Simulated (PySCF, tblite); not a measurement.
# C₄H₁₄BN₃Si: geometry, infrared bands and NMR shifts

Aim: predict the infrared bands and NMR shifts of C₄H₁₄BN₃Si (`N[SiH2]NBN1CCCC1`).

Computed with tblite 0.8.0 and PySCF 2.14.0, with density-fitted response routines of our own, on a single molecule in the gas phase. Atoms are numbered from 0 throughout.

**1. The molecule as given**

23 atoms, charge 0, multiplicity 1; geometry from: force field or distance geometry start.

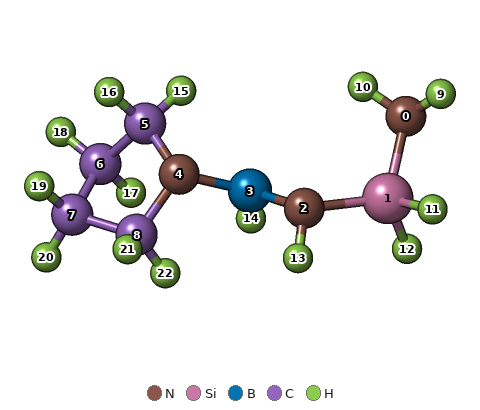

As it starts; nitrogen brown, silicon pink, boron blue, carbon purple, hydrogen green, atoms numbered.

**2. Optimising the geometry with GFN2-xTB**

What the job is given:

```
{"job": {"kind": "relax", "xc": "GFN2-xTB", "basis": "xTB"}, "charge": 0, "multiplicity": 1}
N      3.744100     1.175100     0.122900
Si     3.329500    -0.525800    -0.159500
N      1.739200    -0.999700     0.463000
B      0.601700    -0.148600    -0.087400
N     -0.707200    -0.153400     0.720800
C     -1.379700     1.139600     0.637000
C     -2.409100     0.974300    -0.471800
C     -2.935600    -0.398700    -0.083400
C     -1.634100    -1.136400     0.167000
H      4.523200     1.202100     0.808900
H      2.928800     1.766700     0.390700
H      4.305000    -1.347100     0.615200
H      3.536800    -0.856100    -1.550200
H      1.576600    -2.014600     0.250900
H      0.477100    -0.058300    -1.258100
H     -0.678800     1.969300     0.431200
H     -1.977900     1.353300     1.562100
H     -1.923600     0.879300    -1.465800
H     -3.180300     1.757900    -0.420400
H     -3.472700    -0.283400     0.879500
H     -3.554400    -0.846200    -0.877300
H     -1.730100    -1.928800     0.918100
H     -1.183300    -1.493800    -0.764600
```

The run is started by

```
> OMP_NUM_THREADS=1 python probes_run.py task.json out
```

This one command runs all jobs of the session in turn.

The program printed:

```text
step      E/eV     max force
  0    -747.15798    3.133
  1    -747.51421    1.911
  2    -747.77128    1.097
  3    -747.84186    0.865
  4    -747.93459    0.672
  5    -747.98325    0.716
  6    -748.10319    1.043
  7    -748.21455    1.283
  8    -748.34563    1.078
  9    -748.50448    0.733
 10    -748.60668    0.736
 11    -748.67900    0.747
 12    -748.70374    1.541
 13    -748.75247    1.572
 14    -748.80344    0.624
 15    -748.83771    0.413
 16    -748.89054    0.665
 17    -748.91493    0.496
 18    -748.93276    0.353
 19    -748.95058    0.317
 20    -748.97684    0.389
 21    -748.99664    0.416
 22    -749.01309    0.306
 23    -749.02990    0.295
 24    -749.05095    0.442
 25    -749.08025    0.516
 26    -749.11272    0.464
 27    -749.14410    0.445
 28    -749.17404    0.434
 29    -749.19621    0.630
 30    -749.22231    0.362
 31    -749.24593    0.380
 32    -749.26735    0.448
 33    -749.29423    0.386
 34    -749.32606    0.406
 35    -749.35682    0.436
 36    -749.37568    0.383
 37    -749.39218    0.298
 38    -749.40735    0.277
 39    -749.43310    0.376
 40    -749.44610    0.329
 41    -749.45962    0.249
 42    -749.47633    0.285
 43    -749.49466    0.305
 44    -749.51138    0.314
 45    -749.52582    0.294
 46    -749.53880    0.277
 47    -749.55322    0.320
 48    -749.56488    0.256
 49    -749.57535    0.241
 50    -749.58387    0.248
 51    -749.59275    0.290
 52    -749.60003    0.202
 53    -749.60478    0.155
 54    -749.60789    0.144
 55    -749.61193    0.132
 56    -749.61595    0.142
 57    -749.61827    0.105
 58    -749.62043    0.110
 59    -749.62287    0.129
 60    -749.62586    0.125
 61    -749.62894    0.106
 62    -749.63204    0.138
 63    -749.63541    0.139
 64    -749.63883    0.165
 65    -749.64190    0.121
 66    -749.64577    0.169
 67    -749.65037    0.192
 68    -749.65518    0.174
 69    -749.65882    0.142
 70    -749.66107    0.102
 71    -749.66287    0.095
 72    -749.66447    0.109
 73    -749.66565    0.079
 74    -749.66658    0.064
 75    -749.66746    0.069
 76    -749.66828    0.072
 77    -749.66885    0.050
 78    -749.66920    0.041
 79    -749.66954    0.050
 80    -749.66999    0.061
 81    -749.67047    0.048
 82    -749.67083    0.039
 83    -749.67107    0.039
 84    -749.67133    0.051
 85    -749.67170    0.063
 86    -749.67218    0.054
 87    -749.67268    0.053
 88    -749.67316    0.055
 89    -749.67374    0.058
 90    -749.67454    0.078
 91    -749.67549    0.072
 92    -749.67633    0.058
 93    -749.67688    0.049
 94    -749.67730    0.047
 95    -749.67783    0.055
 96    -749.67852    0.067
 97    -749.67923    0.049
 98    -749.67973    0.043
 99    -749.68002    0.044
100    -749.68026    0.040
101    -749.68052    0.041
102    -749.68074    0.026
103    -749.68090    0.032
104    -749.68105    0.040
105    -749.68126    0.044
106    -749.68156    0.049
107    -749.68187    0.037
108    -749.68212    0.037
109    -749.68234    0.040
110    -749.68264    0.041
111    -749.68309    0.048
112    -749.68360    0.043
113    -749.68397    0.036
114    -749.68419    0.033
115    -749.68438    0.029
116    -749.68459    0.038
117    -749.68481    0.028
118    -749.68499    0.029
119    -749.68512    0.025
120    -749.68525    0.027
121    -749.68541    0.030
122    -749.68556    0.025
123    -749.68568    0.023
124    -749.68577    0.021
125    -749.68586    0.024
126    -749.68596    0.026
127    -749.68608    0.027
128    -749.68620    0.029
129    -749.68635    0.032
130    -749.68656    0.033
131    -749.68686    0.051
132    -749.68723    0.056
133    -749.68758    0.046
134    -749.68786    0.034
135    -749.68809    0.034
136    -749.68833    0.043
137    -749.68861    0.040
138    -749.68895    0.040
139    -749.68928    0.053
140    -749.68957    0.051
141    -749.68993    0.044
142    -749.69025    0.035
143    -749.69051    0.029
144    -749.69069    0.031
145    -749.69082    0.035
146    -749.69090    0.021
147    -749.69097    0.020
148    -749.69103    0.021
149    -749.69108    0.022
150    -749.69115    0.017
151    -749.69122    0.019
152    -749.69129    0.022
153    -749.69140    0.029
154    -749.69155    0.039
155    -749.69173    0.035
156    -749.69192    0.031
157    -749.69214    0.037
158    -749.69241    0.041
159    -749.69276    0.041
160    -749.69316    0.044
161    -749.69354    0.036
162    -749.69389    0.046
163    -749.69418    0.049
164    -749.69448    0.040
165    -749.69484    0.033
166    -749.69537    0.049
167    -749.69564    0.045
168    -749.69588    0.033
169    -749.69598    0.020
170    -749.69606    0.025
171    -749.69615    0.030
172    -749.69624    0.023
173    -749.69634    0.019
174    -749.69640    0.017
175    -749.69650    0.019
176    -749.69658    0.020
177    -749.69665    0.019
178    -749.69670    0.013
179    -749.69677    0.015
180    -749.69685    0.018
181    -749.69696    0.019
182    -749.69707    0.026
183    -749.69719    0.025
184    -749.69731    0.028
185    -749.69746    0.037
186    -749.69762    0.032
187    -749.69789    0.029
188    -749.69800    0.022
189    -749.69813    0.019
190    -749.69823    0.020
191    -749.69833    0.026
192    -749.69844    0.023
193    -749.69853    0.025
194    -749.69859    0.018
195    -749.69866    0.016
196    -749.69873    0.016
197    -749.69883    0.017
198    -749.69891    0.016
199    -749.69896    0.017
200    -749.69900    0.013
201    -749.69903    0.011
202    -749.69905    0.009
```

Wall time 1.9 s (1 thread of Arm Neoverse V1, shared host); peak memory 0.19 GiB.

The steps of the relaxation: (not every step is listed)

```tsv
step	energy from step 0 (eV)	largest force (eV/Å)
0	0.0000	3.1333
1	-0.3562	1.9113
2	-0.6133	1.0966
3	-0.6839	0.8647
4	-0.7766	0.6716
5	-0.8253	0.7157
6	-0.9452	1.0426
7	-1.0566	1.2829
8	-1.1877	1.0780
26	-1.9547	0.4635
44	-2.3534	0.3142
62	-2.4741	0.1379
80	-2.5120	0.0614
98	-2.5217	0.0432
116	-2.5266	0.0383
134	-2.5299	0.0338
152	-2.5333	0.0217
170	-2.5381	0.0255
188	-2.5400	0.0222
197	-2.5409	0.0175
198	-2.5409	0.0160
199	-2.5410	0.0170
200	-2.5410	0.0132
201	-2.5411	0.0107
202	-2.5411	0.0094
```

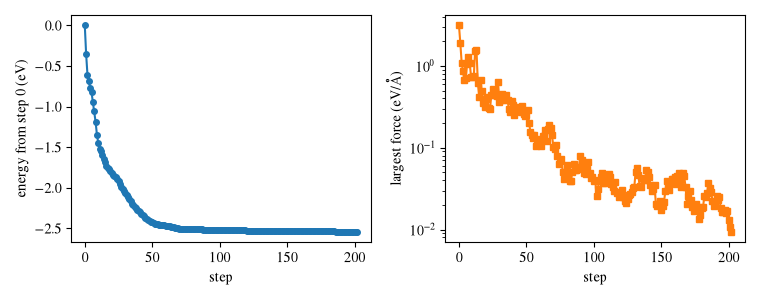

Energy and largest force along the relaxation.

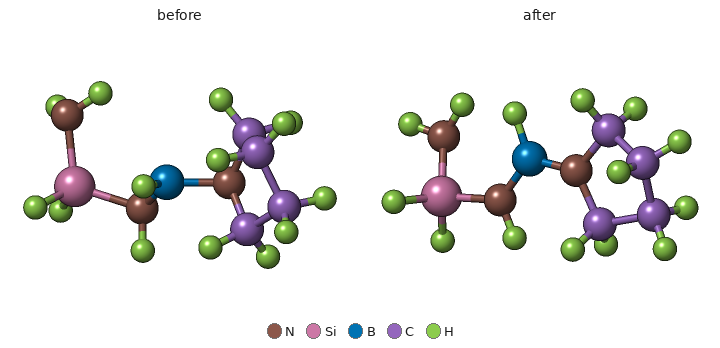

Before and after, at one scale.

Close pairs (by a distance rule), those that changed most:

```tsv
bond	before (Å)	after (Å)	change (Å)
B3–N4	1.538	1.399	-0.140
N2–B3	1.524	1.418	-0.106
N0–Si1	1.773	1.721	-0.052
Si1–N2	1.772	1.728	-0.044
N2–H13	1.049	1.007	-0.042
N0–H10	1.042	1.007	-0.035
Si1–H12	1.444	1.478	+0.034
N0–H9	1.038	1.007	-0.032
```

The final coordinates are the input of the step that follows.

**3. Vibrational analysis with GFN2-xTB**

What the job is given:

```
{"job": {"kind": "ir", "xc": "GFN2-xTB", "basis": "xTB"}, "charge": 0, "multiplicity": 1}
N      3.947421     0.503509     0.853078
Si     3.338460    -0.780063    -0.118605
N      1.613430    -0.704090    -0.055820
B      0.741182     0.412985    -0.025588
N     -0.648462     0.257338    -0.000904
C     -1.599254     1.354845     0.045888
C     -2.928567     0.743426    -0.390065
C     -2.834656    -0.658627     0.202635
C     -1.361112    -1.011130    -0.011495
H      4.930266     0.718414     0.819114
H      3.405906     1.352050     0.879603
H      3.761122    -2.033315     0.517126
H      3.783131    -0.746895    -1.527587
H      1.163764    -1.604779    -0.086697
H      1.183132     1.500614    -0.022714
H     -1.277306     2.172745    -0.601384
H     -1.682568     1.744539     1.070861
H     -2.976908     0.689126    -1.478366
H     -3.786669     1.304672    -0.025563
H     -3.061570    -0.625310     1.269027
H     -3.504276    -1.371638    -0.274406
H     -0.987188    -1.679541     0.771171
H     -1.224029    -1.511891    -0.980417
```

The program printed:

```text
mode    cm-1     km/mol
  1      23.2      1.77
  2      41.4      0.67
  3      84.4      0.82
  4      98.4      0.82
  5     154.2      4.21
  6     176.1      5.50
  7     204.0     13.66
  8     243.7      0.42
  9     290.1      1.75
 10     301.0      9.51
 11     357.7      0.29
 12     519.7    110.06
 13     550.8     39.08
 14     562.4    323.20
 15     576.3      4.36
 16     588.3     10.80
 17     617.2      5.61
 18     722.5    180.51
 19     781.0     87.55
 20     798.4     65.29
 21     820.1     82.90
 22     823.3     34.28
 23     860.8    252.21
 24     876.8      2.19
 25     899.6     10.49
 26     930.4    298.38
 27     944.5     17.24
 28     988.5      4.67
 29    1013.0      3.76
 30    1045.3      3.54
 31    1090.3      1.22
 32    1116.0      0.84
 33    1133.9      4.39
 34    1155.2      4.63
 35    1183.0     19.72
 36    1202.6     42.33
 37    1219.2      6.48
 38    1229.9     29.92
 39    1273.6    161.21
 40    1290.9      4.36
 41    1314.5      0.56
 42    1320.6      5.05
 43    1325.2     22.38
 44    1434.3    863.25
 45    1479.3      0.29
 46    1486.7     11.62
 47    1497.5      2.94
 48    1505.5      5.09
 49    1514.4     54.27
 50    2106.9    451.15
 51    2207.3    314.97
 52    2586.1    193.81
 53    2860.9     43.88
 54    2863.1     88.12
 55    2925.2     46.41
 56    2969.4     47.41
 57    2984.5      0.42
 58    2997.8     95.34
 59    3014.9     41.76
 60    3019.0     67.13
 61    3475.9      6.82
 62    3479.9      0.52
 63    3517.3      1.63
```

It took 1.1 s on 1 thread of Arm Neoverse V1, shared host; peak memory 0.19 GiB.

Which atoms move in the most intense modes:

```tsv
cm⁻¹	km/mol	atoms
562	323.2	H13 40 %, N2 17 %, H12 10 %
722	180.5	H12 43 %, H11 30 %
861	252.2	H10 22 %, Si1 21 %, N0 21 %
930	298.4	Si1 40 %, N0 26 %, N2 13 %
1434	863.2	B3 45 %, N4 35 %
2107	451.1	H12 93 %
2207	315.0	H11 93 %
2586	193.8	H14 92 %
```

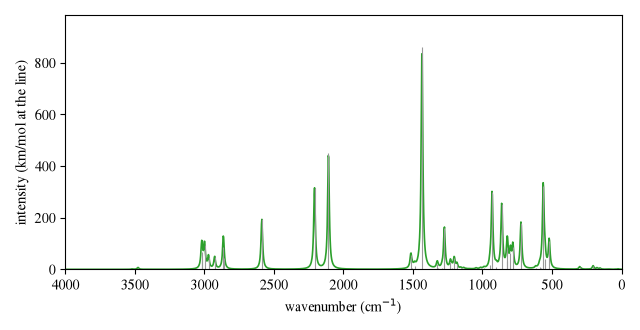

The infrared spectrum from these modes, unscaled. Lines are broadened to a width of 14 cm⁻¹ (Lorentzian).

**4. Shielding tensors: PBE0/pcSseg-1**

Same as in step 3 but for these lines:

```diff
@@ -1,2 +1,2 @@
-{"job": {"kind": "ir", "xc": "GFN2-xTB", "basis": "xTB"}, "charge": 0, "multiplicity": 1}
+{"job": {"kind": "nmr", "xc": "PBE0", "basis": "pcSseg-1"}, "charge": 0, "multiplicity": 1}
 N      3.947421     0.503509     0.853078
```

Method: GIAO PBE0/pcSseg-1 NMR shielding, non-relativistic, gas phase.

The program printed:

```text
coarse grid: 18920 points
cycle   1  E = -638.8422190798  dE =  1.075e+00  |g| = 6.286e-01  |ddm| = 4.183e+00
cycle   2  E = -638.7917106456  dE =  5.051e-02  |g| = 8.013e-01  |ddm| = 1.307e+00
cycle   3  E = -638.9336323738  dE = -1.419e-01  |g| = 6.822e-02  |ddm| = 7.871e-01
cycle   4  E = -638.9345336503  dE = -9.013e-04  |g| = 2.487e-02  |ddm| = 7.018e-02
cycle   5  E = -638.9346696726  dE = -1.360e-04  |g| = 8.478e-03  |ddm| = 2.452e-02
cycle   6  E = -638.9346838092  dE = -1.414e-05  |g| = 2.894e-03  |ddm| = 8.167e-03
cycle   7  E = -638.9346856241  dE = -1.815e-06  |g| = 5.011e-04  |ddm| = 2.291e-03
final grid: 176152 points
cycle   8  E = -638.9792739758  dE = -5.026e-05  |g| = 1.084e-02  |ddm| = 3.417e-02
cycle   9  E = -638.9792564396  dE =  1.754e-05  |g| = 1.414e-02  |ddm| = 2.088e-02
cycle  10  E = -638.9793015891  dE = -4.515e-05  |g| = 8.067e-04  |ddm| = 1.161e-02
cycle  11  E = -638.9793017231  dE = -1.340e-07  |g| = 2.783e-04  |ddm| = 7.626e-04
cycle  12  E = -638.9793017378  dE = -1.469e-08  |g| = 7.350e-05  |ddm| = 2.178e-04
cycle  13  E = -638.9793017388  dE = -1.035e-09  |g| = 2.692e-05  |ddm| = 9.368e-05
cycle  14  E = -638.9793017390  dE = -1.614e-10  |g| = 7.164e-06  |ddm| = 2.898e-05
converged SCF energy = -638.9793017390

GIAO shielding tensors (ppm)
atom      isotropic    diamagn.    paramagn.     s11        s22        s33       span
  0 N      260.609     317.255     -56.646    218.924    254.469    308.435     89.511
  1 Si     382.662     879.782    -497.120    359.403    368.757    419.826     60.423
  2 N      193.029     327.333    -134.304    140.568    201.270    237.249     96.681
  3 B       77.241     200.041    -122.801     44.006     76.827    110.889     66.883
  4 N      161.738     327.015    -165.277     83.681    155.911    245.623    161.942
  5 C      132.443     241.545    -109.101     98.019    133.911    165.399     67.380
  6 C      156.413     251.794     -95.381    136.003    165.602    167.635     31.633
  7 C      157.053     251.240     -94.188    134.676    166.328    170.154     35.478
  8 C      139.320     245.669    -106.349    114.249    136.335    167.376     53.127
  9 H       31.982      26.817       5.164     24.480     26.788     44.676     20.197
 10 H       31.138      33.809      -2.671     22.611     29.491     41.311     18.700
 11 H       26.589      28.319      -1.730     23.194     24.617     31.955      8.760
 12 H       26.022      28.807      -2.785     22.474     24.359     31.235      8.761
 13 H       29.652      36.919      -7.266     21.931     30.911     36.116     14.185
 14 H       27.361      35.939      -8.578     23.537     27.116     31.431      7.894
 15 H       28.051      30.281      -2.229     23.095     27.615     33.444     10.349
 16 H       28.188      30.311      -2.123     22.590     27.102     34.870     12.280
 17 H       29.955      30.782      -0.827     25.640     27.614     36.612     10.972
 18 H       29.923      28.712       1.211     25.509     26.894     37.367     11.858
 19 H       29.868      30.840      -0.972     25.096     27.803     36.705     11.609
 20 H       29.752      29.336       0.416     25.271     26.997     36.990     11.719
 21 H       28.390      32.522      -4.132     23.201     28.683     33.285     10.084
 22 H       28.514      32.349      -3.835     23.110     27.686     34.745     11.635
```

It took 55 s on 1 thread of Arm Neoverse V1, shared host; peak memory 1.1 GiB.

The references, computed at this level on geometries of the same kind, shield at (ppm): 1H TMS 31.72, 13C TMS 186.9, 29Si TMS 349.2, 15N NH3 267.7, 11B BF3·OEt2 100.1. Their shielding less the atom's gives the shift. The references are single molecules in the gas phase, so shifts against H2O, NH3, PH3, H3PO4 or CFCl3 are not on the usual liquid scales and can be off by tens of ppm. Atoms listed in one row are averaged.

```tsv
atoms	environment	σ (ppm)	δ (ppm)	δ scaled to CDCl3
C5, C8	sp3 CH2 bonded to N	135.9	51.0	47.9
C6, C7	sp3 CH2 in a ring	156.7	30.2	27.6
H11, H12	hydrogen on a silicon bonded to 2 N	26.31	5.41	–
H14	hydrogen on a boron bonded to 2 N	27.36	4.36	–
H15, H16, H21, H22	hydrogen on an sp3 CH2 bonded to N	28.29	3.43	3.34
H13	hydrogen on a nitrogen bonded to B, Si	29.65	2.06	–
H17, H18, H19, H20	hydrogen on an sp3 CH2 in a ring	29.87	1.84	1.84
H9, H10	hydrogen on a nitrogen bonded to Si	31.56	0.16	–
N4	nitrogen bonded to 2 C, B, in a 5-membered ring	161.7	106.0	–
N2	nitrogen bonded to B, Si, H	193.0	74.7	–
N0	nitrogen bonded to Si, 2 H	260.6	7.1	–
Si1	silicon bonded to 2 N, 2 H	382.7	-33.5	–
B3	boron bonded to 2 N, H	77.2	22.8	–
```

The scaled column applies a straight-line fit of computed shieldings to shifts measured in CDCl3 (root-mean-square error 0.16 ppm for H, 1.9 ppm for C).

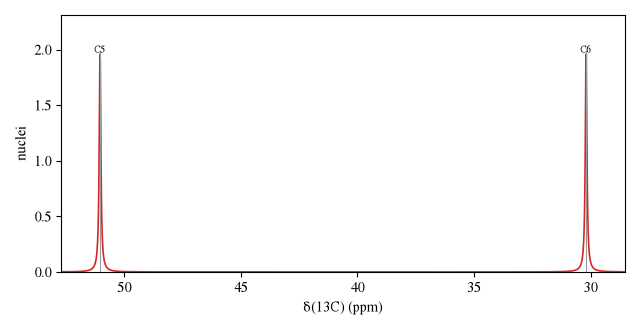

13C lines at the computed shifts, without couplings. Lines are broadened to a width of 0.08 ppm (Lorentzian).

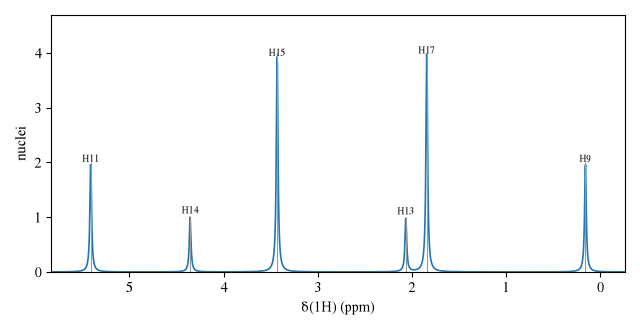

1H lines at the computed shifts, without couplings. Lines are broadened to a width of 0.02 ppm (Lorentzian).

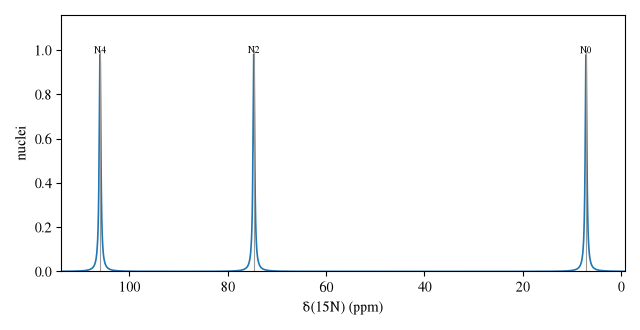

15N lines at the computed shifts, without couplings. Lines are broadened to a width of 0.40 ppm (Lorentzian).

Charges from the same density, by scheme (e):

```tsv
atoms	Mulliken	IAO	Hirshfeld	ESP fit
N0	-0.63	-0.85	-0.32	-1.02
Si1	0.86	1.05	0.40	0.87
N2	-0.69	-0.70	-0.28	-0.64
B3	0.41	0.12	0.12	0.14
N4	-0.69	-0.27	-0.12	-0.07
C5, C8	0.03	-0.15	-0.02	-0.04
C6, C7	-0.25	-0.26	-0.07	-0.09
```

ESP fit charges:

N0 -1.02; Si1 0.87; N2 -0.64; B3 0.14; N4 -0.07; C5 -0.13; C6 0.01; C7 -0.20; C8 0.04; H9 0.38; H10 0.37; H11 -0.17; H12 -0.21; H13 0.27; H14 -0.07; H15 0.06; H16 0.07; H17 0.04; H18 0.03; H19 0.08; H20 0.07; H21 0.03; H22 0.03

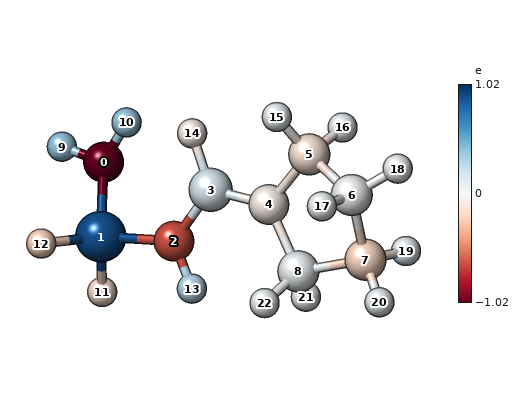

ESP fit charges, as colours on the atoms.

Mayer bond orders: N0–Si1 1.05, Si1–N2 0.96, N2–B3 1.13, B3–N4 1.20, N4–C5 0.94, C5–C6 1.03, C6–C7 1.04, C7–C8 1.03, C8–N4 0.93.

Ring of atoms N4, C5, C6, C7, C8: NICS(0) -6.3, NICS(1) -3.3, NICS(1)zz -4.0 ppm (means of both faces).

**5. What came out**

| quantity | value |
| --- | --- |
| strongest single infrared mode (GFN2-xTB) | 1434 cm⁻¹, 863 km/mol |
| zero-point energy (GFN2-xTB) | 118.2 kcal/mol |
| 13C shifts against TMS (PBE0/pcSseg-1, means over atoms taken as alike) | 51.0, 30.2 ppm |
| 1H shifts against TMS (PBE0/pcSseg-1, means over atoms taken as alike) | 5.41, 4.36, 3.43, 2.06, 1.84, 0.16 ppm |
| 15N shifts against NH3 (PBE0/pcSseg-1) | 106.0, 74.7, 7.1 ppm |
| 29Si shifts against TMS (PBE0/pcSseg-1) | -33.5 ppm |
| 11B shifts against BF3·OEt2 (PBE0/pcSseg-1) | 22.8 ppm |

In words: Over 202 steps the energy fell by 2.541 eV; of the close pairs, B3–N4 changed most, 1.538 to 1.399 Å. No mode is imaginary among the 63: a minimum at this level. The strongest single mode, at 1434 cm⁻¹, moves mainly B3 and N4. Unscaled tight-binding wavenumbers are off by several per cent, some by more. Its intensities can rank the bands wrongly. C5, C8 (mean) (sp3 CH2 bonded to N) lies farthest downfield among carbon, at 51.0 ppm; pulled downfield by the heteroatom. At PBE0/pcSseg-1: The widest tensor belongs to N4: span 162 ppm, with a paramagnetic part of -165 ppm.
